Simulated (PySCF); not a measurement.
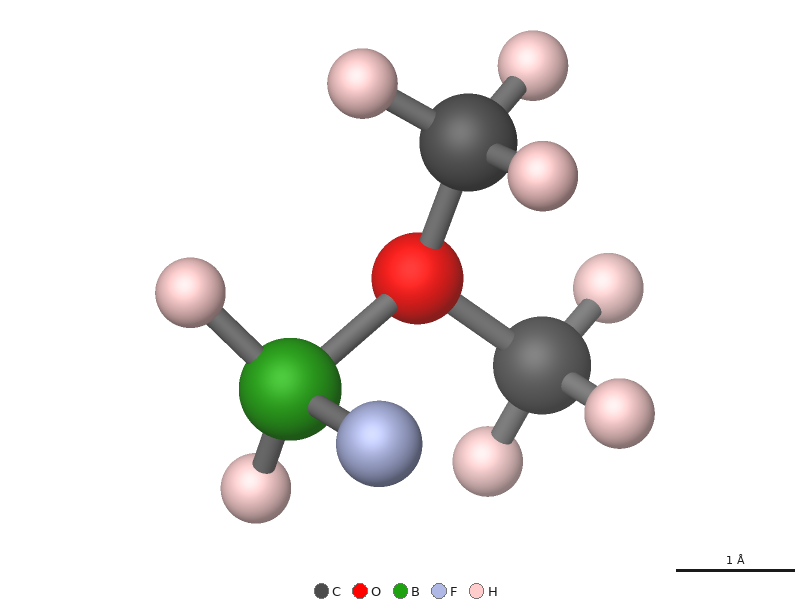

Every bond is drawn as one stick, whatever its order.

> What is the molecular formula?

C₂H₈BFO, 13 atoms: 2 carbon, 8 hydrogen, 1 boron, 1 fluorine and 1 oxygen.

> Name some functional groups or characteristic bonds that it holds.

Among them: B–H bond.

The parts below concern this one geometry. Atoms keep their numbers from picture to picture. The computed structure is the end point of a PBE0-D3(BJ)/def2-SVP optimisation. No frequency run is at hand to confirm it as a minimum.

### Symmetry

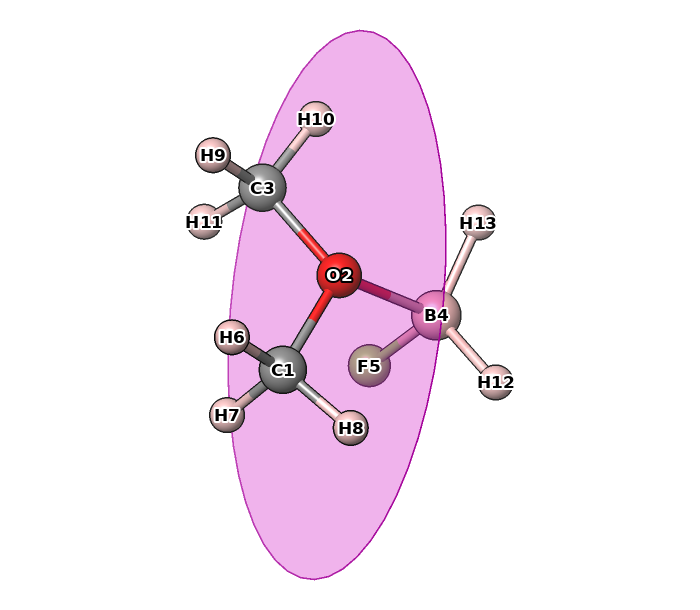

A disc through the centre of mass is drawn in. Depth is shown by fading: the farther an atom, the more it takes the colour of the background. No frequency run is at hand to confirm it as a minimum.

> Is the plane of the disc a mirror plane of the structure?

No. The point group is Cs, with 1 mirror plane, and this plane isn't one of its mirror planes.

### Charges

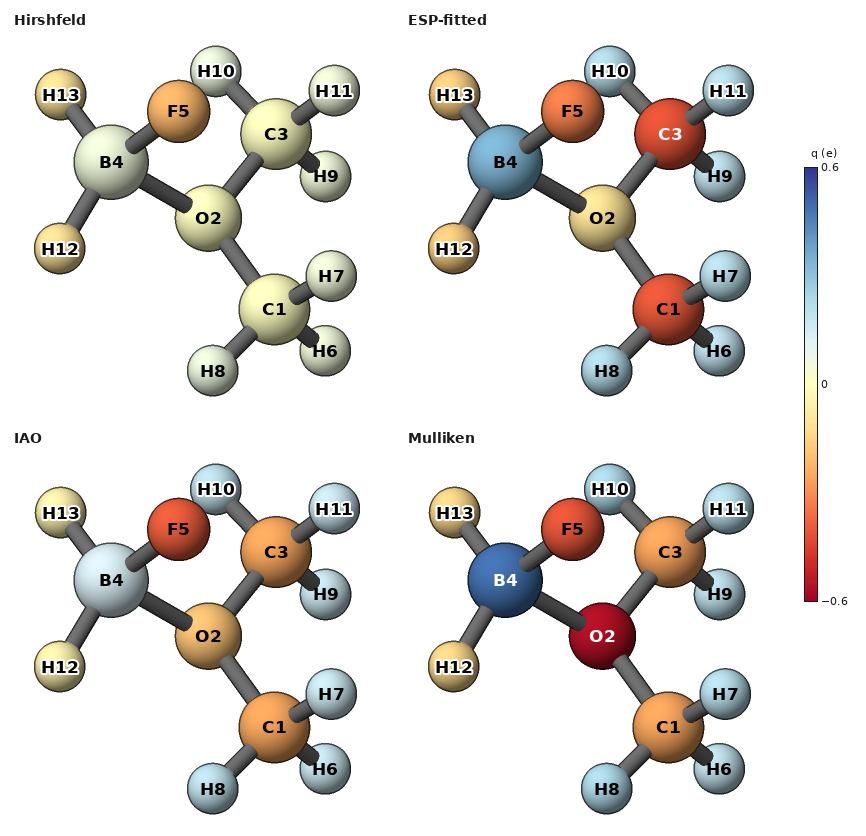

Atomic charges of one calculation by 4 schemes, on one colour scale. No frequency run is at hand to confirm it as a minimum. Computed with PBE0/6-31G (PySCF 2.14.0).

> On which atom do the schemes disagree most?

On O2 (from −0.55 to 0.00 e).

List the charges (e), one line for each set of equivalent atoms. Atoms whose distances differ by more than 0.02 Å in this geometry are listed apart.

```csv
atom,Hirshfeld,ESP-fitted,IAO,Mulliken
"C1, C3",0.00,−0.39,−0.25,−0.25
O2,0.00,−0.10,−0.18,−0.55
B4,0.06,0.33,0.13,0.48
F5,−0.21,−0.32,−0.39,−0.40
H6,0.05,0.19,0.16,0.19
H7,0.05,0.20,0.16,0.21
"H8, H10",0.07,0.21,0.19,0.23
H9,0.05,0.19,0.16,0.19
H11,0.05,0.20,0.16,0.20
H12,−0.10,−0.16,−0.05,−0.14
H13,−0.10,−0.16,−0.05,−0.13
```

### Quadrupole coupling

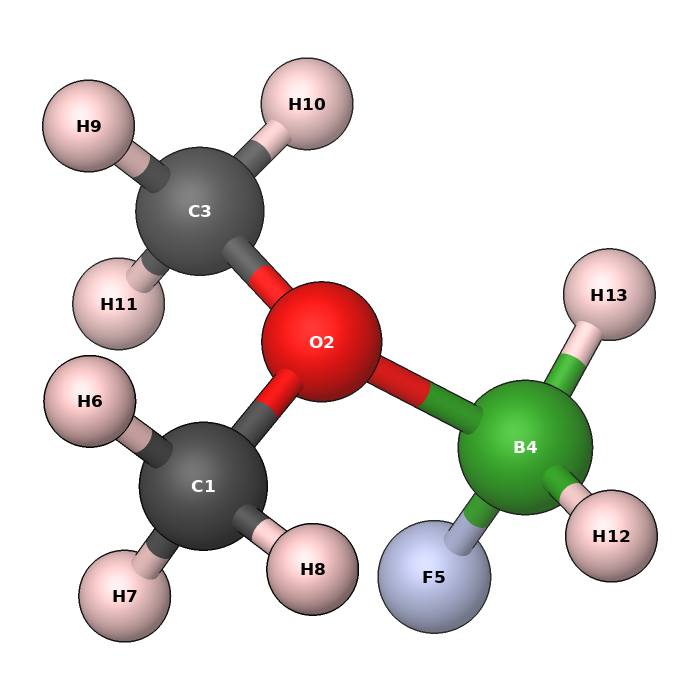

No frequency run is at hand to confirm it as a minimum. Electric field gradients from the ground-state density, PBE0/6-31G (PySCF 2.14.0), non-relativistic apart from any core potentials.

Give the largest field-gradient component, the quadrupole coupling constant and the asymmetry for 17O at O2 (Q = −25.6 mb), 11B at B4 (Q = 40.59 mb), 2H at H6 (Q = 2.86 mb), 2H at H7 (Q = 2.86 mb), 2H at H8 (Q = 2.86 mb), 2H at H9 (Q = 2.86 mb).

```tsv
atom	V_zz (a.u.)	e²qQ/h (MHz)	η
O2	−1.887	11.35	0.61
B4	0.285	2.71	0.98
H6	0.296	0.199	0.10
H7	0.291	0.195	0.10
H8	0.299	0.201	0.09
H9	0.296	0.199	0.10
```

### Electronic properties

No frequency run is at hand to confirm it as a minimum. Method: mPW1PW91/pcSseg-2, gas phase (PySCF 2.14.0).

> Estimate the dipole moment.

4.69 D.

> Give the HOMO–LUMO gap at this level.

8.06 eV.

> Estimate the HOMO energy (Kohn–Sham orbital).

−7.78 eV.

Mulliken values depend strongly on the basis set and can even reverse the polarity of a bond.
